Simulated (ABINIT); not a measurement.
# CsGeCl3 (R3m): G0W0 with ABINIT, start to end, part 2 of 3

How does a plane-wave GW calculation on CsGeCl3 (R3m) run from the first input to the gap?

ABINIT 10.8.3; LDA and many-body steps on it, plane waves. Known limits of the many-body steps: not at the basis limit; no spin-orbit coupling; coarse k mesh.

So far. Step 2 (Ground state): The gap is direct, at (0.500, 0.500, 0.500).

## Step 3: Bands along the symmetry lines

Level of this step: DFT, LDA, plane waves, norm-conserving pseudopotentials (ABINIT).

The cheap functional maps the bands first; the places of the edges decide which points the dearer methods must see.

run.abi reads:

```
acell 3*1.0 Angstrom
rprim 
  3.846816390705 2.220960478697 3.178300533600
  -3.846816390705 2.220960478697 3.178300533600
  0.000000000000 -4.441920957394 3.178300533600
ntypat 3
znucl 55 32 17
natom 5
typat 1 2 3 3 3
xred 
  0.998403350000 0.998403350000 0.998403350000
  0.515533150000 0.515533150000 0.515533150000
  0.496712670000 0.496712670000 0.948638170000
  0.496712670000 0.948638170000 0.496712670000
  0.948638170000 0.496712670000 0.496712670000
pp_dirpath "pseudos"
pseudos "Cs.upf, Ge.upf, Cl.upf"
ecut 56
iscf -2
irdden 1
kptopt 0
nkpt 59
kpt 
  0.00000000 0.00000000 0.00000000
  0.06250000 0.06250000 0.06250000
  0.12500000 0.12500000 0.12500000
  0.18750000 0.18750000 0.18750000
  0.25000000 0.25000000 0.25000000
  0.31250000 0.31250000 0.31250000
  0.37500000 0.37500000 0.37500000
  0.43750000 0.43750000 0.43750000
  0.50000000 0.50000000 0.50000000
  0.50097453 0.49902547 0.50000000
  0.50194906 0.49805094 0.50000000
  0.50292359 0.49707641 0.50000000
  0.50389812 0.49610188 0.50000000
  0.50487265 0.49512735 0.50000000
  0.50584718 0.49415282 0.50000000
  0.50682171 0.49317829 0.50000000
  0.50779624 0.49220376 0.50000000
  0.50000000 -0.49220376 0.49220376
  0.50000000 -0.43067829 0.43067829
  0.50000000 -0.36915282 0.36915282
  0.50000000 -0.30762735 0.30762735
  0.50000000 -0.24610188 0.24610188
  0.50000000 -0.18457641 0.18457641
  0.50000000 -0.12305094 0.12305094
  0.50000000 -0.06152547 0.06152547
  0.50000000 0.00000000 0.00000000
  0.43750000 0.00000000 0.00000000
  0.37500000 0.00000000 0.00000000
  0.31250000 0.00000000 0.00000000
  0.25000000 0.00000000 0.00000000
  0.18750000 0.00000000 0.00000000
  0.12500000 0.00000000 0.00000000
  0.06250000 0.00000000 0.00000000
  0.00000000 0.00000000 0.00000000
  0.06201273 -0.06201273 0.00000000
  0.12402547 -0.12402547 0.00000000
  0.18603821 -0.18603821 0.00000000
  0.24805094 -0.24805094 0.00000000
  0.31006367 -0.31006367 0.00000000
  0.37207641 -0.37207641 0.00000000
  0.43408915 -0.43408915 0.00000000
  0.49610188 -0.49610188 -0.00000000
  0.50389812 0.00000000 0.49610188
  0.50341086 0.00000000 0.49658915
  0.50292359 0.00000000 0.49707641
  0.50243633 0.00000000 0.49756367
  0.50194906 0.00000000 0.49805094
  0.50146179 0.00000000 0.49853821
  0.50097453 0.00000000 0.49902547
  0.50048726 0.00000000 0.49951273
  0.50000000 0.00000000 0.50000000
  0.43750000 0.00000000 0.43750000
  0.37500000 0.00000000 0.37500000
  0.31250000 0.00000000 0.31250000
  0.25000000 0.00000000 0.25000000
  0.18750000 0.00000000 0.18750000
  0.12500000 0.00000000 0.12500000
  0.06250000 0.00000000 0.06250000
  0.00000000 0.00000000 0.00000000
istwfk *1
nband 33
nbdbuf 2
tolwfr 1e-08
nstep 40
prtwf 0
prtvol 0
indata_prefix "in"
outdata_prefix "out"
tmpdata_prefix "tmp"
```

On the command line:

```sh
> OMP_NUM_THREADS=1 mpirun -n 8 abinit run.abi > log
```

Numbers of over 12 decimals in the logs are rounded to 6 here.

Log:

```text
.Version 10.8.3 of ABINIT. v10.8.2 released Aug 2026.

 Symmetries : space group R3 m (#160); Bravais hR (rhombohedral)
[... echo of the input left out ...]
== DATASET  1 ==================================================================
-   mpi_nproc: 8, omp_nthreads: 1 (-1 if OMP is not activated)

--- !DatasetInfo
iteration_state: {dtset: 1, }
dimensions: {natom: 5, nkpt: 59, mband: 33, nsppol: 1, nspinor: 1, nspden: 1, mpw: 22083, }
cutoff_energies: {ecut:  56.0, pawecutdg:  -1.0, }
electrons: {nelect:   5.20000000E+01, charge:   0.00000000E+00, occopt:   1.00000000E+00, tsmear:   1.00000000E-02, }

 Real(R)+Recip(G) space primitive vectors, cartesian coordinates (Bohr,Bohr^-1):
 R(1)=  7.2694294  4.1970070  6.0061176  G(1)=  0.0687812  0.0397108  0.0554990
 R(2)= -7.2694294  4.1970070  6.0061176  G(2)= -0.0687812  0.0397108  0.0554990
 R(3)=  0.0000000 -8.3940141  6.0061176  G(3)=  0.0000000 -0.0794217  0.0554990
 Unit cell volume ucvol=  1.0994743E+03 bohr^3
 Angles (23,13,12)=  8.95462282E+01  8.95462282E+01  8.95462282E+01 degrees

 getcut: wavevector=  0.0000  0.0000  0.0000  ngfft=  72  72  72
         ecut(hartree)=     56.000   => boxcut(ratio)=   2.07090

--- Pseudopotential description ------------------------------------------------
- Cs Generated using ONCVPSP code by D. R. Hamann
- 55.00000   9.00000  201201                  znucl, zion, pspdat
12 -1012 3 -1 2328                            pspcod,pspxc,lmax,lloc,mmax
     nproj     2     2     2     2
  pspatm : epsatm=   21.68725381
         --- l  ekb(1:nproj) -->
             0    6.247599    0.778427
             1    6.343167    0.797067
             2    3.778962    0.917083
[...]
pspatm: atomic psp has been read  and splines computed

- Ge Generated using ONCVPSP code by D. R. Hamann
- 32.00000  22.00000  201201                  znucl, zion, pspdat
12 -1012 2 -1 1524                            pspcod,pspxc,lmax,lloc,mmax
     nproj     2     2     2     0
  pspatm : epsatm=   22.63792625
         --- l  ekb(1:nproj) -->
[...]
pspatm: atomic psp has been read  and splines computed

- Cl Generated using ONCVPSP code by D. R. Hamann
- 17.00000   7.00000  180309                  znucl, zion, pspdat
12 -1012 2 -1 1016                            pspcod,pspxc,lmax,lloc,mmax
     nproj     2     2     2     0
  pspatm : epsatm=    8.88507506
         --- l  ekb(1:nproj) -->
[...]
pspatm: atomic psp has been read  and splines computed

--------------------------------------------------------------------------------

================================================================================
 prteigrs : about to open file out_EIG
 Non-SCF case, kpt    1 (  0.00000  0.00000  0.00000), residuals and eigenvalues=
  8.59E-09  3.11E-09  8.74E-09  8.35E-09  4.03E-09  6.47E-09  2.74E-09  7.32E-09
[...]
Non-SCF case, kpt   58 (  0.06250  0.00000  0.06250), residuals and eigenvalues=
[...]
Non-SCF case, kpt   59 (  0.00000  0.00000  0.00000), residuals and eigenvalues=
[...]
-1.1039E-01 -7.8766E-02 -2.9796E-02 -2.9796E-02 -2.3156E-02 -1.9345E-02
 -1.9345E-02 -1.2493E-02  1.9037E-01  2.2266E-01  2.2266E-01  2.4897E-01
[...]
--- !ResultsGS
iteration_state: {dtset: 1, }
comment   : Summary of ground state results
lattice_vectors:
- [  7.2694294,   4.1970070,   6.0061176, ]
- [ -7.2694294,   4.1970070,   6.0061176, ]
- [  0.0000000,  -8.3940141,   6.0061176, ]
lattice_lengths: [  10.32148,   10.32148,   10.32148, ]
lattice_angles: [ 89.546,  89.546,  89.546, ] # degrees, (23, 13, 12)
lattice_volume:   1.0994743E+03
convergence: {deltae:  0.000E+00, res2:  0.000E+00, residm:  9.989E-09, diffor:  0.000E+00, }
etotal    :  -3.52333573E+02
entropy   :   0.00000000E+00
fermie    :   7.19808040E-02
cartesian_stress_tensor: null
pressure_GPa: null
xred      :
- [  9.9840E-01,   9.9840E-01,   9.9840E-01, Cs]
- [  5.1553E-01,   5.1553E-01,   5.1553E-01, Ge]
- [  4.9671E-01,   4.9671E-01,   9.4864E-01, Cl]
- [  4.9671E-01,   9.4864E-01,   4.9671E-01, Cl]
- [  9.4864E-01,   4.9671E-01,   4.9671E-01, Cl]
cartesian_forces: null
force_length_stats: {min: null, max: null, mean: null, }

 Integrated electronic density in atomic spheres:
 ------------------------------------------------
 Atom  Sphere_radius  Integrated_density
[...]
================================================================================

 ----iterations are completed or convergence reached----

 Mean square residual over all n,k,spin=   66.692E-10; max=  99.893E-10
 reduced coordinates (array xred) for    5 atoms
[...]
0.496712670000      0.948638170000      0.496712670000
       0.948638170000      0.496712670000      0.496712670000

 cartesian coordinates (angstrom) at end:
    1      0.000000     0.000000     9.519678
    2     -0.000000     0.000000     4.915558
    3     -0.000000    -2.007417     6.172461
    4     -1.738474     1.003709     6.172461
    5      1.738474     1.003709     6.172461
 length scales=  1.889726125908  1.889726125908  1.889726125908 bohr
              =  1.000000000000  1.000000000000  1.000000000000 angstroms
 prteigrs : about to open file out_EIG
 Eigenvalues (hartree) for nkpt=  59  k points:
 kpt#   1, nband= 33, wtk=  1.00000, kpt=  0.0000  0.0000  0.0000 (reduced coord)
[...]
kpt#   2, nband= 33, wtk=  1.00000, kpt=  0.0625  0.0625  0.0625 (reduced coord)
[...]
kpt#   3, nband= 33, wtk=  1.00000, kpt=  0.1250  0.1250  0.1250 (reduced coord)
[...]
kpt#  58, nband= 33, wtk=  1.00000, kpt=  0.0625  0.0000  0.0625 (reduced coord)
[...]
0.28107
 kpt#  59, nband= 33, wtk=  1.00000, kpt=  0.0000  0.0000  0.0000 (reduced coord)
[...]
-0.19166   -0.11039   -0.11039   -0.07877   -0.02980   -0.02980   -0.02316   -0.01935
  -0.01935   -0.01249    0.19037    0.22266    0.22266    0.24897    0.25604    0.25604
   0.28654

== END DATASET(S) ==============================================================
================================================================================

 -outvars: echo values of variables after computation  --------
            nband          33
             nkpt          59
          spgroup         160
 [... the other variables as echoed above ...]

 Calculation completed.
```

Run time: 2.7 min. Hardware: 8 MPI ranks of Arm Neoverse V2, shared host; peak memory 1.5 GiB.

This step gave:

```yaml
gap: 1.975 eV
k_of_the_valence_top: 0.5, 0.5, 0.5
k_of_the_conduction_bottom: 0.5078, 0.4922, 0.5
least_direct_gap: 1.977 eV
```

The gap is 1.975 eV, −0.002 eV from the run before at this level.

Electronic bands along the path, in eV, zero at the top of the highest filled band:

```csv
point,band 23,band 24,band 25,band 26,band 27,band 28,band 29,band 30
Γ,-2.59,-2.49,-2.49,-2.30,3.22,4.10,4.10,4.82
T,-2.21,-2.21,-2.15,0.00,1.98,1.98,2.00,5.07
H2,-2.21,-2.21,-2.15,0.00,1.98,1.98,2.00,5.07
jump to H0,-2.21,-2.21,-2.15,0.00,1.98,1.98,2.00,5.07
L,-2.73,-2.62,-2.60,-1.57,2.82,4.54,5.03,5.18
Γ,-2.59,-2.49,-2.49,-2.30,3.22,4.10,4.10,4.82
S0,-2.68,-2.66,-2.19,-0.74,2.36,2.46,4.87,5.39
jump to S2,-2.68,-2.66,-2.19,-0.74,2.36,2.46,4.87,5.39
F,-2.68,-2.66,-2.19,-0.74,2.36,2.46,4.87,5.39
Γ,-2.59,-2.49,-2.49,-2.30,3.22,4.10,4.10,4.82
```

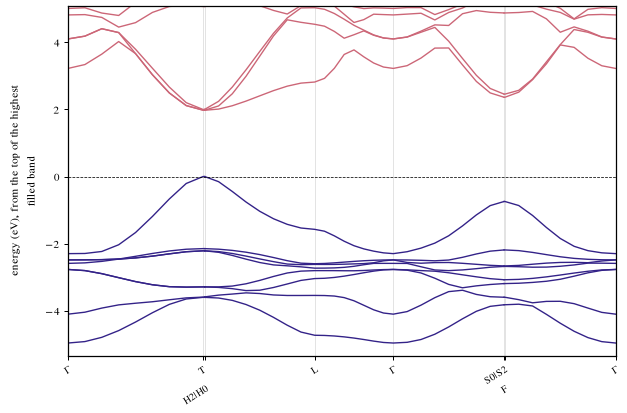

Electronic bands along the path; lines of filled and empty bands in two colours.

## Step 4: Empty states on the mesh, 2×2×2 mesh, 192 bands

The sums over transitions need many empty states on a uniform mesh; this step solves for them.

run.abi reads:

```
acell 3*1.0 Angstrom
rprim 
  3.846816390705 2.220960478697 3.178300533600
  -3.846816390705 2.220960478697 3.178300533600
  0.000000000000 -4.441920957394 3.178300533600
ntypat 3
znucl 55 32 17
natom 5
typat 1 2 3 3 3
xred 
  0.998403350000 0.998403350000 0.998403350000
  0.515533150000 0.515533150000 0.515533150000
  0.496712670000 0.496712670000 0.948638170000
  0.496712670000 0.948638170000 0.496712670000
  0.948638170000 0.496712670000 0.496712670000
pp_dirpath "pseudos"
pseudos "Cs.upf, Ge.upf, Cl.upf"
ecut 56
ngkpt 2 2 2
nshiftk 1
shiftk 0 0 0
kptopt 1
chksymbreak 0
iscf -2
irdden 1
istwfk *1
nband 192
nbdbuf 16
tolwfr 1e-09
nstep 60
prtvol 0
indata_prefix "in"
outdata_prefix "out"
tmpdata_prefix "tmp"
```

Log:

```text
.Version 10.8.3 of ABINIT. v10.8.2 released Aug 2026.

 Symmetries : space group R3 m (#160); Bravais hR (rhombohedral)
[... echo of the input left out ...]
== DATASET  1 ==================================================================
-   mpi_nproc: 8, omp_nthreads: 1 (-1 if OMP is not activated)
-    --> not optimal distribution: autoparal keyword recommended in input file <--

--- !DatasetInfo
iteration_state: {dtset: 1, }
dimensions: {natom: 5, nkpt: 4, mband: 192, nsppol: 1, nspinor: 1, nspden: 1, mpw: 22041, }
cutoff_energies: {ecut:  56.0, pawecutdg:  -1.0, }
electrons: {nelect:   5.20000000E+01, charge:   0.00000000E+00, occopt:   1.00000000E+00, tsmear:   1.00000000E-02, }

 Real(R)+Recip(G) space primitive vectors, cartesian coordinates (Bohr,Bohr^-1):
 R(1)=  7.2694294  4.1970070  6.0061176  G(1)=  0.0687812  0.0397108  0.0554990
 R(2)= -7.2694294  4.1970070  6.0061176  G(2)= -0.0687812  0.0397108  0.0554990
 R(3)=  0.0000000 -8.3940141  6.0061176  G(3)=  0.0000000 -0.0794217  0.0554990
 Unit cell volume ucvol=  1.0994743E+03 bohr^3
 Angles (23,13,12)=  8.95462282E+01  8.95462282E+01  8.95462282E+01 degrees

 getcut: wavevector=  0.0000  0.0000  0.0000  ngfft=  72  72  72
         ecut(hartree)=     56.000   => boxcut(ratio)=   2.07090

--- Pseudopotential description ------------------------------------------------
- Cs Generated using ONCVPSP code by D. R. Hamann
- 55.00000   9.00000  201201                  znucl, zion, pspdat
12 -1012 3 -1 2328                            pspcod,pspxc,lmax,lloc,mmax
     nproj     2     2     2     2
  pspatm : epsatm=   21.68725381
         --- l  ekb(1:nproj) -->
             0    6.247599    0.778427
             1    6.343167    0.797067
             2    3.778962    0.917083
[...]
pspatm: atomic psp has been read  and splines computed

- Ge Generated using ONCVPSP code by D. R. Hamann
- 32.00000  22.00000  201201                  znucl, zion, pspdat
12 -1012 2 -1 1524                            pspcod,pspxc,lmax,lloc,mmax
     nproj     2     2     2     0
  pspatm : epsatm=   22.63792625
         --- l  ekb(1:nproj) -->
[...]
pspatm: atomic psp has been read  and splines computed

- Cl Generated using ONCVPSP code by D. R. Hamann
- 17.00000   7.00000  180309                  znucl, zion, pspdat
12 -1012 2 -1 1016                            pspcod,pspxc,lmax,lloc,mmax
     nproj     2     2     2     0
  pspatm : epsatm=    8.88507506
         --- l  ekb(1:nproj) -->
[...]
pspatm: atomic psp has been read  and splines computed

--------------------------------------------------------------------------------

================================================================================
 prteigrs : about to open file out_EIG
 Non-SCF case, kpt    1 (  0.00000  0.00000  0.00000), residuals and eigenvalues=
  5.84E-10  7.03E-10  2.35E-10  1.86E-10  2.29E-10  3.64E-10  1.86E-10  3.62E-10
  3.24E-10  1.00E-10  7.24E-10  1.17E-10  7.07E-10  9.09E-10  1.91E-10  7.84E-10
  6.58E-10  8.27E-11  3.68E-10  3.95E-10  8.66E-11  4.45E-10  9.54E-10  1.08E-10
[...]
-5.9101E+00 -3.9867E+00 -3.9867E+00 -3.9853E+00 -8.3432E-01 -8.3432E-01
 -8.3292E-01 -8.3292E-01 -8.3209E-01 -7.0671E-01 -4.9768E-01 -4.6637E-01
 -4.6637E-01 -2.2011E-01 -2.1994E-01 -2.1994E-01 -1.9166E-01 -1.1039E-01
[...]
1.8552E+00  1.8715E+00  1.8816E+00  1.8816E+00  1.9015E+00  1.9015E+00
  1.9139E+00  1.9231E+00  1.9484E+00  1.9489E+00  1.9708E+00  1.9739E+00
 prteigrs : prtvol=0 or 1, do not print more k-points.

--- !ResultsGS
iteration_state: {dtset: 1, }
comment   : Summary of ground state results
lattice_vectors:
- [  7.2694294,   4.1970070,   6.0061176, ]
- [ -7.2694294,   4.1970070,   6.0061176, ]
- [  0.0000000,  -8.3940141,   6.0061176, ]
lattice_lengths: [  10.32148,   10.32148,   10.32148, ]
lattice_angles: [ 89.546,  89.546,  89.546, ] # degrees, (23, 13, 12)
lattice_volume:   1.0994743E+03
convergence: {deltae:  0.000E+00, res2:  0.000E+00, residm:  9.992E-10, diffor:  0.000E+00, }
etotal    :  -3.52333573E+02
entropy   :   0.00000000E+00
fermie    :   7.19808040E-02
cartesian_stress_tensor: null
pressure_GPa: null
xred      :
- [  9.9840E-01,   9.9840E-01,   9.9840E-01, Cs]
- [  5.1553E-01,   5.1553E-01,   5.1553E-01, Ge]
- [  4.9671E-01,   4.9671E-01,   9.4864E-01, Cl]
- [  4.9671E-01,   9.4864E-01,   4.9671E-01, Cl]
- [  9.4864E-01,   4.9671E-01,   4.9671E-01, Cl]
cartesian_forces: null
force_length_stats: {min: null, max: null, mean: null, }

 Integrated electronic density in atomic spheres:
 ------------------------------------------------
 Atom  Sphere_radius  Integrated_density
[...]
================================================================================

 ----iterations are completed or convergence reached----

 Mean square residual over all n,k,spin=   47.681E-11; max=  99.920E-11
 reduced coordinates (array xred) for    5 atoms
[...]
0.496712670000      0.948638170000      0.496712670000
       0.948638170000      0.496712670000      0.496712670000

 cartesian coordinates (angstrom) at end:
    1      0.000000     0.000000     9.519678
    2     -0.000000     0.000000     4.915558
    3     -0.000000    -2.007417     6.172461
    4     -1.738474     1.003709     6.172461
    5      1.738474     1.003709     6.172461
 length scales=  1.889726125908  1.889726125908  1.889726125908 bohr
              =  1.000000000000  1.000000000000  1.000000000000 angstroms
 prteigrs : about to open file out_EIG
 Eigenvalues (hartree) for nkpt=   4  k points:
 kpt#   1, nband=192, wtk=  0.12500, kpt=  0.0000  0.0000  0.0000 (reduced coord)
[...]
1.82471    1.83782    1.85296    1.85522    1.85522    1.87147    1.88158    1.88158
   1.90149    1.90149    1.91386    1.92308    1.94842    1.94891    1.97079    1.97390
 prteigrs : prtvol=0 or 1, do not print more k-points.

== END DATASET(S) ==============================================================
================================================================================

 -outvars: echo values of variables after computation  --------
            nband         192
             nkpt           4
          spgroup         160
 [... the other variables as echoed above ...]

 Calculation completed.
```

The job ended after 2.7 min (8 MPI ranks; peak memory 1.1 GiB; 22 min of CPU time).

Numbers from this step:

```yaml
gap: 1.977 eV
k_of_the_valence_top: 0.5, 0.5, 0.5
k_of_the_conduction_bottom: 0.5, 0.5, 0.5
least_direct_gap: 1.977 eV
k_points_computed: 4
lowest_point_of_the_top_converged_band_above_the_valence_top: 47.69 eV
```

On this mesh the gap is 1.977 eV.

## Step 5: Screening, 2×2×2 mesh, 176 bands, screening to 130.6 eV

The RPA dielectric matrix is built and inverted for each q.

This step: RPA screening on LDA, plane waves, norm-conserving pseudopotentials.

Edit run.abi of step 4 so:

```diff
@@ -23,10 +23,11 @@
 chksymbreak 0
-iscf -2
-irdden 1
 istwfk *1
-nband 192
-nbdbuf 16
-tolwfr 1e-09
-nstep 60
-prtvol 0
+occopt 1
+irdwfk 1
+optdriver 3
+nband 176
+ecuteps 4.8
+inclvkb 2
+awtr 1
+symchi 1
 indata_prefix "in"
```

Log:

```text
.Version 10.8.3 of ABINIT. v10.8.2 released Aug 2026.

 Symmetries : space group R3 m (#160); Bravais hR (rhombohedral)
[... echo of the input left out ...]
== DATASET  1 ==================================================================
-   mpi_nproc: 8, omp_nthreads: 1 (-1 if OMP is not activated)

--- !DatasetInfo
iteration_state: {dtset: 1, }
dimensions: {natom: 5, nkpt: 4, mband: 176, nsppol: 1, nspinor: 1, nspden: 1, mpw: 22041, }
cutoff_energies: {ecut:  56.0, pawecutdg:  -1.0, }
electrons: {nelect:   5.20000000E+01, charge:   0.00000000E+00, occopt:   1.00000000E+00, tsmear:   1.00000000E-02, }

 SCREENING: Calculation of the susceptibility and dielectric matrices

 Based on a program developped by R.W. Godby, V. Olevano, G. Onida, and L. Reining.
 Incorporated in ABINIT by V. Olevano, G.-M. Rignanese, and M. Torrent.
.Using double precision arithmetic ; gwpc =  8

[... cell and pseudopotentials left out ...]
--------------------------------------------------------------------------------

 ==== K-mesh for the wavefunctions ====
 Number of points in the irreducible wedge :     4
[... list of points left out ...]
 Together with  6 symmetry operations and time-reversal symmetry
 yields     8 points in the full Brillouin Zone.

 ==== Q-mesh for the screening function ====
 Number of points in the irreducible wedge :     4
[... list of points left out ...]
 Together with  6 symmetry operations and time-reversal symmetry
 yields     8 points in the full Brillouin Zone.

 setmesh: FFT mesh size selected  =    45x   45x   45
          total number of points  =        91125

 vcoul_init : cutoff-mode = AUXILIARY_FUNCTION
 q-points for optical limit:   1
     1)      0.000010    0.000020    0.000030

- screening: taking advantage of time-reversal symmetry
- Maximum band index for partially occupied states nbvw = 26
- Remaining bands to be divided among processors   nbcw = 150
- Number of bands treated by each node ~18

 Number of electrons calculated from density =   52.0000; Expected =   52.0000
 average of density, n =  0.047295
 r_s =    1.7154
 omega_plasma =   20.9780 [eV]

 calculating chi0 at frequencies [eV] :
  1    0.000000E+00    0.000000E+00
  2    0.000000E+00    2.097803E+01

--------------------------------------------------------------------------------
  q-point number  1        q = ( 0.000000, 0.000000, 0.000000) [r.l.u.]
--------------------------------------------------------------------------------
[... chi0 elements left out ...]
 For q-point:  0.000010 0.000020 0.000030
  dielectric constant =   5.9633
  dielectric constant without local fields =   7.2310

  Average fulfillment of the sum rule on Im[epsilon] for q-point    1 :     51.53  [%]
[... wings left out ...]
  q-point number  2        q = ( 0.500000, 0.000000, 0.000000) [r.l.u.]
--------------------------------------------------------------------------------
[... chi0 elements left out ...]
  Average fulfillment of the sum rule on Im[epsilon] for q-point    2 :     55.56  [%]

 [... 2 further q-points ...]
```

The job ended after 53 s (8 MPI ranks; peak memory 4.8 GiB; 7.1 min of CPU time).

This step gave:

* ε∞ with local fields, on this mesh, along the program's q direction: 5.963
* the same without local fields: 7.231
* plasma frequency: 20.98 eV
* plane waves in the screening matrix: 527

Local fields lower ε∞ by 18 %. On a Γ-centred mesh this coarse the value itself is usually too large, while a short band sum pulls it down.

(Continued in part 3 of 3.)

[Paths, hosts, dates, memory and timing lines, banners, echoed tables and standing remarks are left out of the program output.]

[Logs are printed without paths, hosts, clocks, repeated set-up lines and the standing remarks that a program may print on its own settings, such as how far it seeks lower states.]

[Runs of the session that timed out or met a known fault of the program may be left out.]

[Hosts, paths, dates, database ids (printed as entryN), source tags and the programs' standing remarks are cut or masked in the printed files.]

[G0W0 gaps are taken among the corrected bands and points alone; a level outside them can change the order at an edge.]

[Where Ansatz stands beside ABINIT at settings called matched, ABINIT's density can come from a denser mesh and the files from another edition; pairs whose starting gaps differed by over 0.03 eV were left out, so agreement reads better than it is.]
